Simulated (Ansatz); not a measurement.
System: Cl2H2Si···SiH4.

```json
{"atom": "Si", "x (Å)": "-0.5441", "y (Å)": "0.3939", "z (Å)": "-0.3460"}
{"atom": "Si", "x (Å)": "-0.1545", "y (Å)": "-0.2043", "z (Å)": "3.0122"}
{"atom": "H", "x (Å)": "-0.4695", "y (Å)": "-0.9463", "z (Å)": "4.2663"}
{"atom": "H", "x (Å)": "0.9752", "y (Å)": "-0.8841", "z (Å)": "2.3160"}
{"atom": "H", "x (Å)": "0.2432", "y (Å)": "1.1925", "z (Å)": "3.3454"}
{"atom": "H", "x (Å)": "0.2004", "y (Å)": "1.2753", "z (Å)": "0.5770"}
{"atom": "Cl", "x (Å)": "-0.1367", "y (Å)": "1.0260", "z (Å)": "-2.2739"}
{"atom": "H", "x (Å)": "-0.1762", "y (Å)": "-1.0327", "z (Å)": "-0.2362"}
{"atom": "Cl", "x (Å)": "-2.6100", "y (Å)": "0.5915", "z (Å)": "0.0305"}
{"atom": "H", "x (Å)": "-1.3392", "y (Å)": "-0.1822", "z (Å)": "2.1389"}
```

Not at a stationary point (largest force 0.7 eV/Å).

These are results of RKS B3LYP/def2-SVP (Ansatz 0.2.0), not measurements.

What can the converged electron density and electron localisation function tell about the bonding?

Answer. Si–Cl (2.07 Å): ρ is about 0.85 e/Å³ halfway; the ELF peaks at about 0.90 between the atoms: a shared but strongly polarised pair.

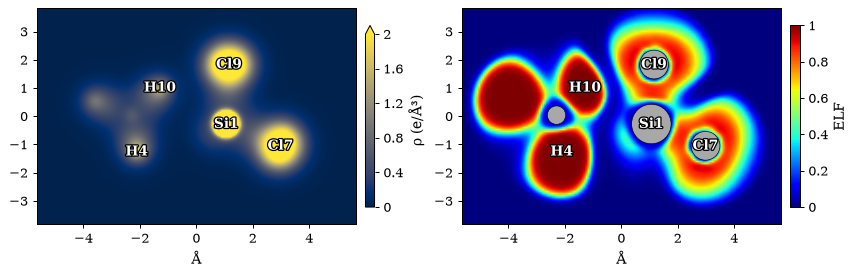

Computed electron density and electron localisation function on the plane of atoms Cl7, Si1 and Cl9, in this order. Grey discs cover the atomic cores in the ELF map. 
